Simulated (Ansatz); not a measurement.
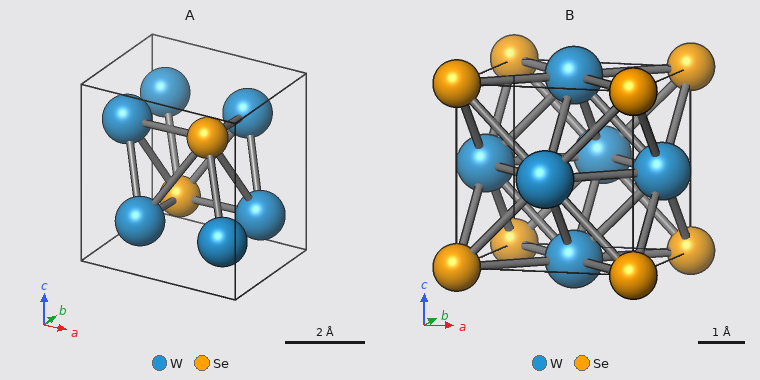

Two structures of W3Se, each relaxed to rest (conventional cells in solid outline, small ones repeated, not to one scale). Method: DFT PBE, scalar-relativistic, plane waves, PAW (Ansatz 0.2.0), without spin polarisation.

Identify the two structures.

Answer. A: 8 atoms a cell on a primitive hexagonal lattice, P6_3/mmc. B: Cu₃Au (L1₂) type, Pm-3m.

Compare their energies: which is lower?

Answer. A is lower, by 167 meV/atom at this level of theory (energies at zero smearing). Volumes: A 16.9, B 16.5 Å³/atom.

One or both may be structure types tried for this composition rather than known phases.
